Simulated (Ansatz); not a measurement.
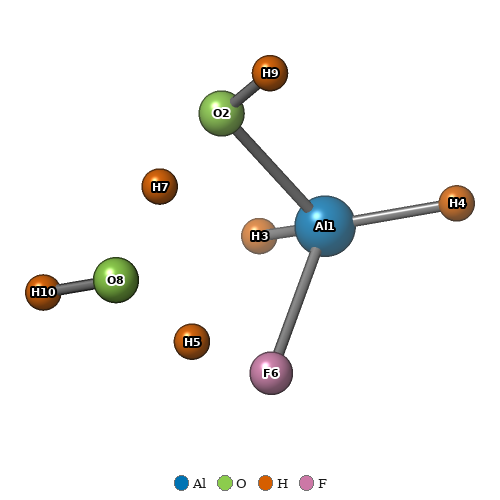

The system is the reacting system AlFH₆O₂; the picture shows the reference structure. First axis: distance H5–O8 (bond that forms). Second axis: distance H7–O8 (bond that breaks). Relaxed at each point: all other coordinates. Grid: 10 × 10 points. Points are written as (first, second). Energies are in eV, from the lowest grid point. Energies and slopes of some neighbouring points disagree (a jump in structure or state, or too coarse a mesh). The reference is spin-restricted, so regions where a bond is pulled apart into radicals lie too high. Level of theory: RKS B3LYP-D4/def2-SVP in Ansatz.

Its coordinates:

```xyz
10

Al    0.2822   -1.5238    0.2306
O     1.1970    0.2495   -0.6393
H    -0.4038   -2.3134   -0.9381
H     1.2093   -1.9919    1.4098
H    -1.1651    0.7482    0.5500
F    -1.2498   -0.3376    1.0653
H     0.2884    1.1321   -0.4798
O    -0.7797    1.7406   -0.1428
H     1.9661    0.5373   -0.1268
H    -1.3447    1.7591   -0.9291
```

Range: distance H5–O8 (bond that forms) from 0.873 to 2.373 Å; distance H7–O8 (bond that breaks) from 0.873 to 2.073 Å.

Predict the map.

The lowest grid point is at (0.969 Å, 1.596 Å). The highest grid point, (2.168 Å, 1.449 Å), lies 2.46 eV above the lowest.

| second ↓, first → | 0.873 | 0.969 | 1.102 | 1.253 | 1.417 | 1.592 | 1.777 | 1.969 | 2.168 | 2.373 |
| --- | --- | --- | --- | --- | --- | --- | --- | --- | --- | --- |
| 2.073 | 0.52 | 0.19 | 0.43 | 1.04 | 1.71 | 1.11 | 1.15 | 1.21 | 1.28 | 1.34 |
| 1.909 | 0.45 | 0.10 | 0.33 | 0.93 | 1.55 | 2.09 | 1.16 | 1.22 | 1.28 | 1.33 |
| 1.749 | 0.39 | 0.04 | 0.25 | 0.81 | 1.40 | 1.89 | 1.20 | 1.25 | 1.30 | 1.35 |
| 1.596 | 0.36 | 0.00 | 0.19 | 0.71 | 1.24 | 1.70 | 2.10 | 1.31 | 1.36 | 1.39 |
| 1.449 | 0.39 | 0.02 | 0.18 | 0.64 | 1.10 | 1.50 | 1.86 | 2.18 | 2.46 | 1.48 |
| 1.308 | 0.50 | 0.11 | 0.22 | 0.60 | 0.96 | 1.28 | 1.58 | 1.85 | 2.10 | 2.30 |
| 1.177 | 0.70 | 0.27 | 0.30 | 0.55 | 0.79 | 1.02 | 1.25 | 1.47 | 1.67 | 1.85 |
| 1.056 | 0.97 | 0.49 | 0.40 | 0.50 | 0.63 | 0.79 | 0.97 | 1.15 | 1.32 | 1.47 |
| 0.950 | 1.38 | 0.84 | 0.64 | 0.63 | 0.69 | 0.81 | 0.96 | 1.12 | 1.28 | 1.41 |
| 0.873 | 1.96 | 1.37 | 1.12 | 1.05 | 1.08 | 1.17 | 1.31 | 1.46 | 1.61 | 1.74 |

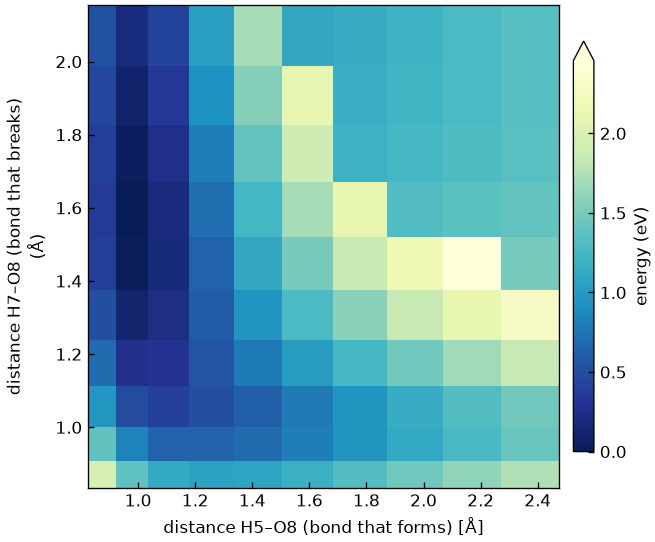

Drawn: one coloured cell a grid point, one colour for all values above the top of the scale.

Time for the 100 points that were run: 26 min on 1 thread of Intel(R) Xeon(R) Platinum 8488C (Sapphire Rapids) (shared host).
